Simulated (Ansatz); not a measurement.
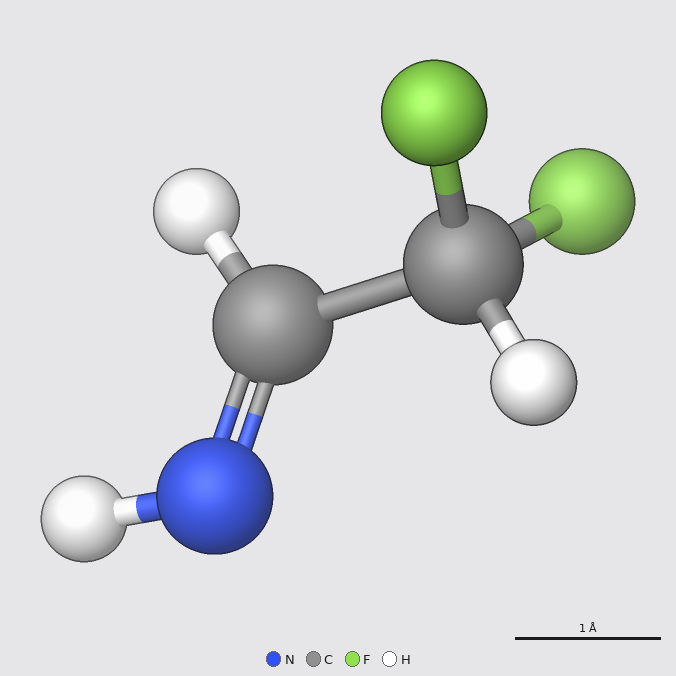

Rendered structure (ball-and-stick style). Double and triple bonds are drawn as two and three sticks.

Computed geometry: PBE0-D4/def2-TZVP optimisation.

Identify the structure.

It has 8 atoms: 2 carbon, 3 hydrogen, 2 fluorine and 1 nitrogen (C2H3F2N). Its SMILES string is `[H]/N=C/C(F)F`. It has no ring. Among its groups: imine, C–F bond. This geometry has Cs symmetry. Coordination: 1 N bent; 1 C trigonal planar; 1 C tetrahedral.

The parts below concern this one geometry. Atoms keep their numbers from picture to picture.

## Geometry

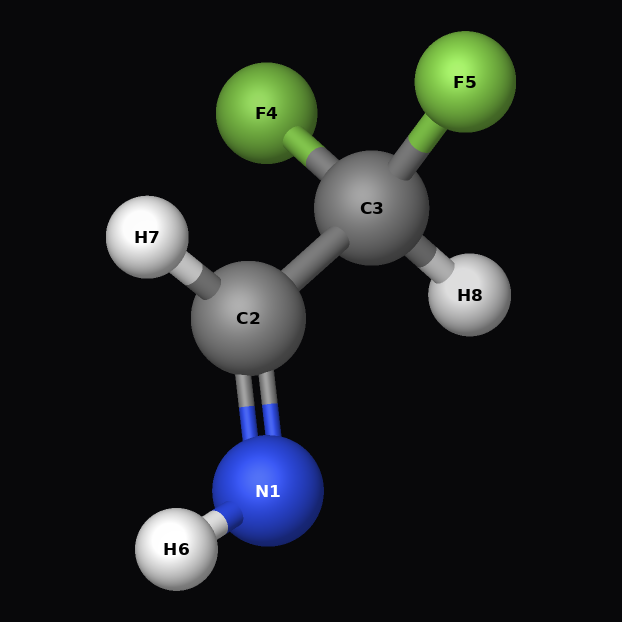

Numbered structure.

Estimate the angles C2–N1–H6, N1–C2–C3, N1–C2–H7, C3–C2–H7, C2–C3–F4, C2–C3–H8, F4–C3–F5, F4–C3–H8.

```
   angle  degrees
C2–N1–H6    111.4
N1–C2–C3    119.1
N1–C2–H7    126.0
C3–C2–H7    114.9
C2–C3–F4    109.3
C2–C3–H8    112.2
F4–C3–F5    107.2
F4–C3–H8    109.4
```

## Vibrations

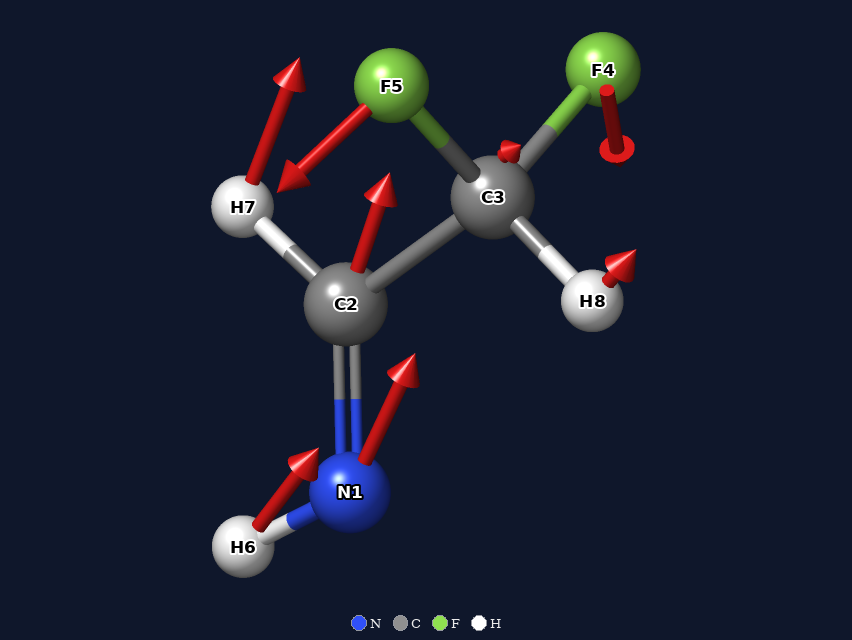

The arrows show one normal mode. Harmonic vibrations computed with RKS PBE0-D4/def2-TZVP (Ansatz 0.2.0) at a stationary point of the same level.

**Estimate its harmonic wavenumber.**

442 cm⁻¹; it is mode 4 of 18 counted from the lowest.

## Levels of theory compared

Program: Ansatz 0.2.0.

Tabulate HOMO–LUMO gap (eV) at these levels: B3LYP-D4/def2-TZVPP; BHLYP-D4/def2-TZVPP; CAM-B3LYP-D4/def2-TZVPP; PBE-D4/def2-TZVPP; PBE0-D4/def2-SVP; PBE0-D4/def2-TZVPP; r2SCAN-D4/def2-TZVPP; r2SCANh-D4/def2-TZVPP; revPBE-D4/def2-TZVPP; ωB97M-V/def2-TZVPP; ωB97X-V/def2-TZVPP.

| level | HOMO–LUMO gap (eV) |
| --- | --- |
| B3LYP-D4/def2-TZVPP | 6.83 |
| BHLYP-D4/def2-TZVPP | 10.16 |
| CAM-B3LYP-D4/def2-TZVPP | 10.05 |
| PBE-D4/def2-TZVPP | 4.57 |
| PBE0-D4/def2-SVP | 7.34 |
| PBE0-D4/def2-TZVPP | 7.32 |
| r2SCAN-D4/def2-TZVPP | 5.12 |
| r2SCANh-D4/def2-TZVPP | 6.14 |
| revPBE-D4/def2-TZVPP | 4.63 |
| ωB97M-V/def2-TZVPP | 12.08 |
| ωB97X-V/def2-TZVPP | 12.26 |

## Thermal motion

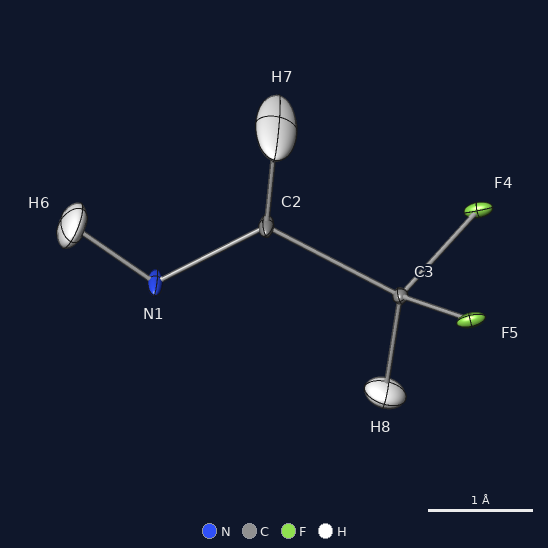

Displacement ellipsoids at the 50 % level, from the internal vibrations of the free molecule (harmonic, no overall translation or rotation; no half-axis is drawn under 0.075 Å). Vibrations computed with RKS PBE0-D4/def2-TZVP (Ansatz 0.2.0). Temperature: 400 K.

**Which atom moves most?**

H7, with U_eq = 0.0630 Å².

**Does H7 move more along its bond or across it?**

Across it: the root-mean-square amplitude is 0.084 Å along the bond and up to 0.406 Å across, since bending and torsion are softer than stretching.

List U_eq and the three principal root-mean-square amplitudes for each kind of atom.

```
  atom  U_eq (Å²)   rms amplitudes (Å)
    N1     0.0094  0.024, 0.047, 0.160
    C2     0.0061  0.035, 0.048, 0.121
    C3     0.0028  0.034, 0.045, 0.071
F4, F5     0.0036  0.027, 0.035, 0.094
    H6     0.0221  0.079, 0.135, 0.204
    H7     0.0630  0.082, 0.133, 0.406
    H8     0.0154  0.081, 0.135, 0.146
```
